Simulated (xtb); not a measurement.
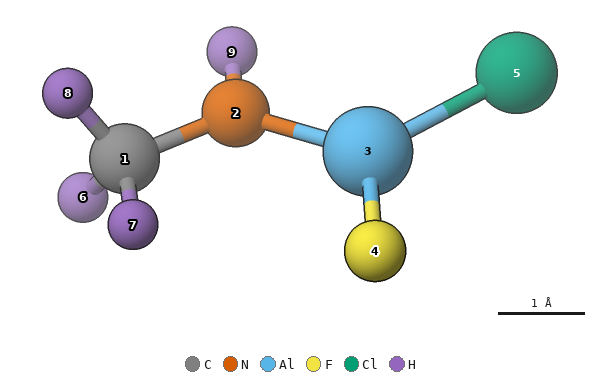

*The structure as given in the input (ball-and-stick view, seen at a tilt; atoms are numbered from 1 in the order of the input). Sticks mark near contacts.*

Bond lengths as drawn: Al–Cl 2.08 Å, Al–F 1.64 Å, Al–N 1.75 Å, C–H 1.09 to 1.10 Å, C–N 1.45 Å and H–N 1.01 Å.

**Calculation of the molecule and its ions of CH₄AlClFN**

CH₄AlClFN, computed with GFN1-xTB, ALPB solvent benzaldehyde (xtb 6.7.1).

The geometry comes from this level: PBE0-D4/def2-TZVP.

## The input (mol.xyz)
```
9

C     -1.16830000    -0.49420000    -0.39040000
N      0.17480000     0.03800000    -0.51640000
Al     1.26540000     0.53140000     0.75680000
F      0.79160000     0.41200000     2.32470000
Cl     3.16040000     1.27020000     0.31880000
H     -1.25300000    -1.50060000    -0.81500000
H     -1.44480000    -0.56160000     0.66350000
H     -1.91100000     0.14330000    -0.88250000
H      0.47350000     0.11520000    -1.47660000
```

## File xcontrol
```
$scc
   broydamp=0.8
$end
```

Command:
```bash
xtb mol.xyz --alpb benzaldehyde --iterations 30 -I xcontrol --vip --gfn 2 --pop > xtb.out 2> xtb.err
```

## Log
```
* xtb version 6.7.1
   ID    Z sym.   atoms
    1    6 C      1
    2    7 N      2
    3   13 Al     3
    4    9 F      4
    5   17 Cl     5
    6    1 H      6-9

           -------------------------------------------------
          |                Calculation Setup                |
           -------------------------------------------------

          program call               : xtb mol.xyz --alpb benzaldehyde --iterations 30 -I xcontrol --vip --gfn 2 --pop
          coordinate file            : mol.xyz
          omp threads                :                     1

           -------------------------------------------------
          |                 G F N 1 - x T B                 |
           -------------------------------------------------

      * Hamiltonian:
        H0-scaling (s, p, d)           1.850000    2.250000    2.000000
        zeta-weighting                 0.000000
      * Dispersion:
        s8                             2.400000
        a1                             0.630000
        a2                             5.000000
        s9                             0.000000
      * Repulsion:
        kExp                           1.500000
        rExp                           1.000000
      * Coulomb:
        alpha                          2.000000
        third order                    atomic
        anisotropic                    false
      * Halogen bond correction:
        rad-scale                      1.300000
        damping                        0.440000

      * Solvation model:               ALPB
        Solvent                        benzaldehyde
        Parameter file                 internal GFN1-xTB/ALPB
        Dielectric constant                1.8220E+01
        Reference state                gsolv [1 M gas/solution]
        Free energy shift                  6.6479E-03 Eh       4.1716E+00 kcal/mol
        Temperature                        2.9815E+02 K
        Density                            1.0400E+00 kg/L
        Solvent mass                       1.0612E+02 g/mol
        Interaction kernel             P16
        Born radius scaling (c1)           1.8347E+00
        Born radii integrator          GBOBC
        Born offset                        0.0000E+00 a0       0.0000E+00 AA
        H-bond correction              true
        Ion screening                  false
        Surface tension                    1.0000E-05 Eh       1.5569E+01 dyn/cm
        Grid points                               230 per atom

          ...................................................
          :                      SETUP                      :
          :.................................................:
          :  # basis functions                  40          :
          :  # atomic orbitals                  38          :
          :  # shells                           20          :
          :  # electrons                        30          :
          :  # halogen bonds                     1          :
          :  max. iterations                    30          :
          :  Hamiltonian                  GFN1-xTB          :
          :  restarted?                      false          :
          :  GBSA solvation                   true          :
          :  PC potential                    false          :
          :  electronic temp.          300.0000000     K    :
          :  accuracy                    1.0000000          :
          :  -> integral cutoff          0.2500000E+02      :
          :  -> integral neglect         0.1000000E-07      :
          :  -> SCF convergence          0.1000000E-05 Eh   :
          :  -> wf. convergence          0.2000000E-04 e    :
          :  Broyden damping             0.8000000          :
          :  net charge                          0          :
          :  unpaired electrons                  0          :
          ...................................................

 iter      E             dE          RMSdq      gap      omega  full diag
   1    -18.3971119 -0.183971E+02  0.670E+00    2.91       0.0  T
   2    -18.3954803  0.163154E-02  0.207E+00    3.90       1.0  T
   3    -18.3533056  0.421748E-01  0.216E+00    2.14       1.0  T
   4    -18.4052131 -0.519076E-01  0.553E-01    3.47       1.0  T
   5    -18.4079735 -0.276040E-02  0.117E-01    3.30       1.0  T
   6    -18.4080902 -0.116704E-03  0.551E-02    3.25       1.0  T
   7    -18.4081203 -0.300987E-04  0.218E-02    3.23       1.5  T
   8    -18.4081248 -0.447798E-05  0.337E-03    3.22       9.9  T
   9    -18.4081249 -0.119251E-06  0.701E-05    3.22     475.8  T
  10    -18.4081249 -0.385363E-10  0.200E-05    3.22    1665.6  T

   *** convergence criteria satisfied after 10 iterations ***

         #    Occupation            Energy/Eh            Energy/eV
      -------------------------------------------------------------
         1        2.0000           -0.9283093             -25.2606
       ...           ...                  ...                  ...
         9        2.0000           -0.5164920             -14.0545
        10        2.0000           -0.5121315             -13.9358
        11        2.0000           -0.4989623             -13.5775
        12        2.0000           -0.4890811             -13.3086
        13        2.0000           -0.4833277             -13.1520
        14        2.0000           -0.4637669             -12.6197
        15        2.0000           -0.3940239             -10.7219 (HOMO)
        16                         -0.2757083              -7.5024 (LUMO)
        17                         -0.1381723              -3.7599
        18                         -0.1040312              -2.8308
        19                         -0.0874748              -2.3803
        20                         -0.0805284              -2.1913
       ...                                ...                  ...
        38                          0.9874101              26.8688
      -------------------------------------------------------------
                  HL-Gap            0.1183156 Eh            3.2195 eV
             Fermi-level           -0.3348661 Eh           -9.1122 eV

 SCC (total)                   0 d,  0 h,  0 min,  0.008 sec
 SCC setup                      ...        0 min,  0.000 sec (  2.870%)
 Dispersion                     ...        0 min,  0.000 sec (  0.323%)
 classical contributions        ...        0 min,  0.000 sec (  0.152%)
 integral evaluation            ...        0 min,  0.002 sec ( 22.920%)
 iterations                     ...        0 min,  0.003 sec ( 33.858%)
 molecular gradient             ...        0 min,  0.003 sec ( 38.238%)
 printout                       ...        0 min,  0.000 sec (  1.459%)

         :::::::::::::::::::::::::::::::::::::::::::::::::::::
         ::                     SUMMARY                     ::
         :::::::::::::::::::::::::::::::::::::::::::::::::::::
         :: total energy             -18.301741787308 Eh    ::
         :: w/o Gsasa/hb/shift       -18.295462820163 Eh    ::
         :: gradient norm              0.022962387580 Eh/a0 ::
         :: HOMO-LUMO gap              3.219532370085 eV    ::
         ::.................................................::
         :: SCC energy               -18.408124924352 Eh    ::
         :: -> electrostatic           0.049672371271 Eh    ::
         :: -> Gsolv                  -0.009773003180 Eh    ::
         ::    -> Gelec               -0.003494036035 Eh    ::
         ::    -> Gsasa               -0.011912670885 Eh    ::
         ::    -> Ghb                 -0.001014241958 Eh    ::
         ::    -> Gshift               0.006647945698 Eh    ::
         :: repulsion energy           0.109073176366 Eh    ::
         :: dispersion energy         -0.002690039322 Eh    ::
         :: halogen bond corr.         0.000000000000 Eh    ::
         :: add. restraining           0.000000000000 Eh    ::
         :: total charge               0.000000000000 e     ::
         :::::::::::::::::::::::::::::::::::::::::::::::::::::

           -------------------------------------------------
          |        vertical delta SCC IP calculation        |
           -------------------------------------------------

 iter      E             dE          RMSdq      gap      omega  full diag
   1    -17.8939592 -0.178940E+02  0.262E+00    3.22       0.0  T
   2    -17.6470314  0.246928E+00  0.581E+00    4.42       1.0  T
   3    -17.9472660 -0.300235E+00  0.796E-01    4.24       1.0  T
   4    -17.9504007 -0.313466E-02  0.461E-01    4.37       1.0  T
   5    -17.9512017 -0.801047E-03  0.116E-01    4.48       1.0  T
   6    -17.9512294 -0.276599E-04  0.846E-02    4.43       1.0  T
   7    -17.9513306 -0.101271E-03  0.141E-02    4.47       2.4  T
   8    -17.9513320 -0.136570E-05  0.420E-03    4.47       7.9  T
   9    -17.9513321 -0.125386E-06  0.894E-04    4.47      37.3  T
  10    -17.9513321 -0.359613E-08  0.268E-04    4.47     124.2  T
  11    -17.9513321 -0.419643E-09  0.119E-04    4.47     279.6  T
  12    -17.9513321 -0.105150E-09  0.220E-05    4.47    1513.7  T
     SCC iter.                  ...        0 min,  0.003 sec
     gradient                   ...        0 min,  0.003 sec
------------------------------------------------------------------------
empirical IP shift (eV):    4.8455
delta SCC IP (eV):    7.5845
------------------------------------------------------------------------
           -------------------------------------------------
          |                Property Printout                |
           -------------------------------------------------

    * Orbital Energies and Occupations

         #    Occupation            Energy/Eh            Energy/eV
      -------------------------------------------------------------
         1        2.0000           -0.9976554             -27.1476
       ...           ...                  ...                  ...
         3        2.0000           -0.8621540             -23.4604
         4        2.0000           -0.7179368             -19.5361
         5        2.0000           -0.6589692             -17.9315
         6        2.0000           -0.6298441             -17.1389
         7        2.0000           -0.6253100             -17.0156
         8        2.0000           -0.5989289             -16.2977
         9        2.0000           -0.5772310             -15.7073
        10        2.0000           -0.5752352             -15.6529
        11        2.0000           -0.5673208             -15.4376
        12        2.0000           -0.5466109             -14.8740
        13        2.0000           -0.5387346             -14.6597
        14        1.9999           -0.5320089             -14.4767
        15        1.0001           -0.5152458             -14.0206 (HOMO)
        16                         -0.3510422              -9.5523 (LUMO)
        17                         -0.2109539              -5.7403
        18                         -0.1878522              -5.1117
        19                         -0.1615074              -4.3948
        20                         -0.1508907              -4.1059
        21                         -0.1376083              -3.7445
        22                         -0.1265333              -3.4431
        23                         -0.1252581              -3.4084
        24                         -0.1219943              -3.3196
        25                         -0.1107745              -3.0143
        26                         -0.0966496              -2.6300
       ...                                ...                  ...
        38                          0.9066874              24.6722
      -------------------------------------------------------------
                  HL-Gap            0.1642036 Eh            4.4682 eV
             Fermi-level           -0.4783855 Eh          -13.0175 eV

  Mulliken/CM5 charges         n(s)   n(p)   n(d)
     1      0.07420 -0.01179   1.011  2.915  0.000
     2     -0.22951 -0.56590   1.537  3.692  0.000
     3      0.66642  0.64942   0.866  0.948  0.520
     4     -0.30724 -0.29159   1.770  5.537  0.000
     5      0.08361  0.12663   1.871  5.052 -0.007
     6      0.15375  0.21318   0.846  0.000  0.000
     7      0.10526  0.16861   0.895  0.000  0.000
     8      0.15406  0.21349   0.846  0.000  0.000
     9      0.29944  0.49796   0.701  0.000  0.000

Wiberg/Mayer (AO) data.
largest (>0.10) Wiberg bond orders for each atom

 ---------------------------------------------------------------------------
     #   Z sym  total        # sym  WBO       # sym  WBO       # sym  WBO
 ---------------------------------------------------------------------------
     1   6      3.925 --     2      1.117     7      0.962     6      0.874
                             8      0.874
     2   7      3.057 --     1      1.117     9      0.871     3      0.790
                             5      0.118
     3  13      3.517 --     5      1.491     4      1.102     2      0.790
     4   9      1.212 --     3      1.102
     5  17      1.700 --     3      1.491     2      0.118
     6   1      0.964 --     1      0.874
     7   1      0.989 --     1      0.962
     8   1      0.964 --     1      0.874
     9   1      0.914 --     2      0.871
 ---------------------------------------------------------------------------

Topologies differ in total number of bonds
Writing topology from bond orders to xtbtopo.mol

 dipole moment from electron density (au)
     X       Y       Z
  -0.2213  -0.1830  -1.7573  total (Debye):    4.526

           -------------------------------------------------
          | TOTAL ENERGY              -17.844948987162 Eh   |
          | GRADIENT NORM               0.083889918909 Eh/α |
          | HOMO-LUMO GAP               4.468208732475 eV   |
           -------------------------------------------------

------------------------------------------------------------------------
------------------------------------------------------------------------
 total:
 *  cpu-time:     0 d,  0 h,  0 min,  0.021 sec
 * ratio c/w:     1.000 speedup
 SCF:
 *  cpu-time:     0 d,  0 h,  0 min,  0.016 sec
 * ratio c/w:     1.000 speedup
```

## Standard error
```
normal termination of xtb
```

## Key numbers

- outcome: converged
- electrons treated: 30
- total energy: −18.301742 hartree
- dispersion energy: −0.002690 hartree
- solvation energy: −0.009773 hartree
- basis functions: 40
- hardware: 1 thread of Arm Neoverse V1, 24 GiB of memory available, shared host
- peak memory: 0.073 GiB

Settings chosen away from the usual ones: method = gfn2-xtb; task = vip; x = {"broyden_damping": 0.8, "max_iter": 30}; partner = base; sm = ALPB; solvent = benzaldehyde.
